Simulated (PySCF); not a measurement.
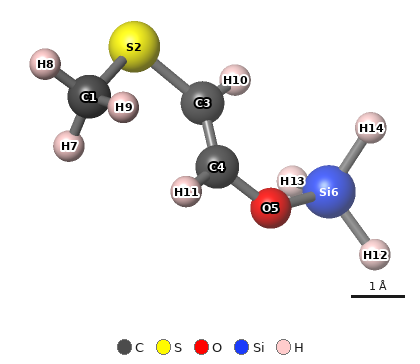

Fig. 1: The structure as given in the input (ball-and-stick view, seen at a tilt; atoms are numbered from 1 in the order of the input).

**What a change does: NMR shielding calculation on C3H8OSSi**

System: C3H8OSSi.
Method of run A: GIAO PBE0/pcSseg-1 NMR shielding, non-relativistic, IEF-PCM dichloromethane (PySCF 2.14.0).

The geometry comes from this level: PBE0-D3(BJ)/def2-SVP. Text and figures count atoms from 1; the logs count them from 0 in places.

Input, run A:
```
{"job": {"kind": "nmr", "xc": "PBE0", "basis": "pcSseg-1", "solvent": "dichloromethane", "pop": false}, "charge": 0, "multiplicity": 1}
C     -2.508707     0.484386    -0.037798
S     -1.243544     1.222051    -1.080973
C      0.223375     0.861206    -0.199303
C      0.354049     0.211043     0.968000
O      1.523428    -0.043721     1.599572
Si     3.070754     0.330011     1.066962
H     -2.362678    -0.602055     0.063038
H     -3.467638     0.669686    -0.540123
H     -2.533006     0.951189     0.958777
H      1.106497     1.241965    -0.724883
H     -0.501725    -0.180172     1.523902
H      3.982621    -0.198888     2.113177
H      3.336823    -0.320773    -0.251140
H      3.232974     1.807782     0.921151
```

The first line tells a small driver script what to run in PySCF; the rest is the geometry in Å.

Command:
```bash
OMP_NUM_THREADS=1 python <driver script> task.json out
```

Hardware: 1 CPU thread, shared host.

Output (run A):
```
coarse grid: 12552 points
cycle   1  E = -881.3882474194  dE =  5.497e-01  |g| = 5.826e-01  |ddm| = 3.422e+00
cycle   2  E = -881.3089758543  dE =  7.927e-02  |g| = 8.838e-01  |ddm| = 1.114e+00
cycle   3  E = -881.4479687268  dE = -1.390e-01  |g| = 1.024e-01  |ddm| = 7.633e-01
cycle   4  E = -881.4497990586  dE = -1.830e-03  |g| = 4.724e-02  |ddm| = 1.180e-01
cycle   5  E = -881.4503345428  dE = -5.355e-04  |g| = 1.079e-02  |ddm| = 4.311e-02
cycle   6  E = -881.4503598452  dE = -2.530e-05  |g| = 2.970e-03  |ddm| = 1.049e-02
cycle   7  E = -881.4503618572  dE = -2.012e-06  |g| = 7.190e-04  |ddm| = 2.818e-03
final grid: 111480 points
cycle   8  E = -881.4987405688  dE = -2.116e-05  |g| = 1.085e-02  |ddm| = 2.541e-02
cycle   9  E = -881.4987177477  dE =  2.282e-05  |g| = 1.533e-02  |ddm| = 1.826e-02
cycle  10  E = -881.4987646528  dE = -4.691e-05  |g| = 1.508e-03  |ddm| = 1.102e-02
cycle  11  E = -881.4987651102  dE = -4.574e-07  |g| = 2.297e-04  |ddm| = 1.359e-03
cycle  12  E = -881.4987651209  dE = -1.071e-08  |g| = 1.040e-04  |ddm| = 2.884e-04
cycle  13  E = -881.4987651233  dE = -2.417e-09  |g| = 3.287e-05  |ddm| = 9.753e-05
cycle  14  E = -881.4987651236  dE = -2.572e-10  |g| = 4.200e-06  |ddm| = 3.065e-05
converged SCF energy = -881.4987651236

GIAO shielding tensors (ppm)
atom      isotropic    diamagn.    paramagn.     s11        s22        s33       span
  0 C      168.646     251.422     -82.776    157.839    165.397    182.700     24.861
  1 S      548.575    1056.728    -508.153    421.231    487.120    737.374    316.143
  2 C       75.280     263.830    -188.549     -6.729     82.801    149.769    156.499
  3 C       39.036     252.275    -213.239    -52.955     61.523    108.542    161.497
  4 O      242.780     395.521    -152.741    145.581    239.244    343.515    197.934
  5 Si     387.216     878.209    -490.992    346.654    350.994    464.001    117.347
  6 H       29.100      30.922      -1.822     24.572     26.580     36.147     11.576
  7 H       29.029      27.632       1.398     24.037     26.001     37.051     13.015
  8 H       29.075      29.575      -0.501     24.533     26.536     36.156     11.623
  9 H       26.068      33.428      -7.360     21.966     26.734     29.504      7.539
 10 H       25.254      32.456      -7.202     20.232     24.861     30.669     10.436
 11 H       26.465      27.293      -0.828     23.086     24.889     31.421      8.335
 12 H       26.359      29.076      -2.717     23.492     24.915     30.671      7.179
 13 H       26.340      28.041      -1.701     23.423     24.870     30.727      7.304
```

The input of run B differs as follows (lines with − go, lines with + come):
```diff
-"solvent": "dichloromethane"
-"pop": false
+"solvent": "cyclohexane"
+"pop": true
```

Predict how the results change.

The total energy of run B is 2.0 kcal/mol higher: the change of the electrostatic solvation energy at this fixed geometry, without cavity or dispersion terms. The dipole moment goes from 0.91 to 0.77 D. Of all shieldings, the largest change is that of S2, by −5.7 ppm. The number of SCF iterations is the same.

Output (run B):
```
coarse grid: 12552 points
cycle   1  E = -881.3837273198  dE =  5.540e-01  |g| = 5.860e-01  |ddm| = 3.422e+00
cycle   2  E = -881.2982501916  dE =  8.548e-02  |g| = 9.031e-01  |ddm| = 1.152e+00
cycle   3  E = -881.4442107894  dE = -1.460e-01  |g| = 1.115e-01  |ddm| = 8.023e-01
cycle   4  E = -881.4464373979  dE = -2.227e-03  |g| = 5.284e-02  |ddm| = 1.376e-01
cycle   5  E = -881.4471158860  dE = -6.785e-04  |g| = 1.181e-02  |ddm| = 4.905e-02
cycle   6  E = -881.4471461908  dE = -3.030e-05  |g| = 3.215e-03  |ddm| = 1.148e-02
cycle   7  E = -881.4471485689  dE = -2.378e-06  |g| = 7.952e-04  |ddm| = 3.326e-03
final grid: 111480 points
cycle   8  E = -881.4955504963  dE = -2.082e-05  |g| = 1.092e-02  |ddm| = 2.543e-02
cycle   9  E = -881.4955263027  dE =  2.419e-05  |g| = 1.555e-02  |ddm| = 1.868e-02
cycle  10  E = -881.4955749006  dE = -4.860e-05  |g| = 1.513e-03  |ddm| = 1.153e-02
cycle  11  E = -881.4955753572  dE = -4.566e-07  |g| = 2.795e-04  |ddm| = 1.425e-03
cycle  12  E = -881.4955753744  dE = -1.716e-08  |g| = 1.128e-04  |ddm| = 3.726e-04
cycle  13  E = -881.4955753773  dE = -2.913e-09  |g| = 3.666e-05  |ddm| = 1.108e-04
cycle  14  E = -881.4955753776  dE = -3.206e-10  |g| = 4.589e-06  |ddm| = 3.663e-05
converged SCF energy = -881.4955753776

GIAO shielding tensors (ppm)
atom      isotropic    diamagn.    paramagn.     s11        s22        s33       span
  0 C      168.267     251.476     -83.208    157.189    165.429    182.184     24.995
  1 S      542.870    1056.539    -513.669    413.369    485.712    729.528    316.159
  2 C       74.686     263.632    -188.946     -7.124     82.028    149.155    156.280
  3 C       39.753     252.077    -212.324    -51.570     62.459    108.371    159.941
  4 O      242.660     395.110    -152.450    145.149    240.276    342.554    197.405
  5 Si     388.275     878.245    -489.970    347.310    352.057    465.458    118.147
  6 H       29.192      31.105      -1.914     24.723     26.668     36.184     11.461
  7 H       29.129      27.813       1.317     24.204     26.146     37.038     12.835
  8 H       29.169      29.740      -0.571     24.686     26.626     36.196     11.510
  9 H       26.158      33.539      -7.381     22.141     26.745     29.587      7.447
 10 H       25.397      32.624      -7.227     20.399     24.940     30.853     10.454
 11 H       26.482      27.330      -0.848     23.111     24.901     31.434      8.323
 12 H       26.367      29.114      -2.746     23.510     24.914     30.679      7.169
 13 H       26.350      28.073      -1.723     23.442     24.871     30.738      7.296
```

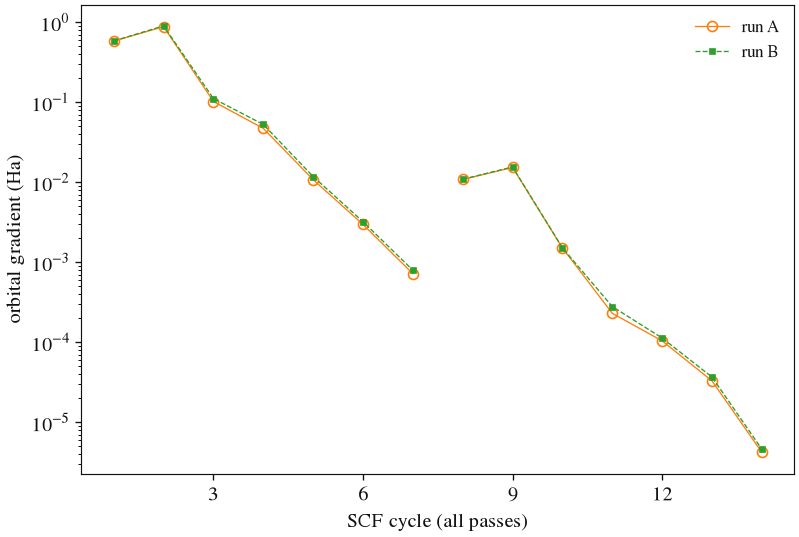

Fig. 2: Convergence of the two runs: orbital gradient against the SCF cycle. A break in a curve parts two SCF passes (coarse and final grid). Run A takes 14 cycles in all, and run B takes 14.

The two runs side by side:

```csv
quantity,run A,run B
outcome,converged,converged
total energy (hartree),−881.498765,−881.495575
HOMO (eV),−5.87,−5.82
LUMO (eV),0.41,0.37
dipole moment (D),0.91,0.77
shielding of C1 (ppm),168.6,168.3
shielding of S2 (ppm),548.6,542.9
shielding of C3 (ppm),75.3,74.7
shielding of C4 (ppm),39.0,39.8
shielding of O5 (ppm),242.8,242.7
shielding of Si6 (ppm),387.2,388.3
shielding of H11 (ppm),25.3,25.4
SCF iterations,14,14
basis functions,156,156
wall time (shared host),29 s,34 s
```
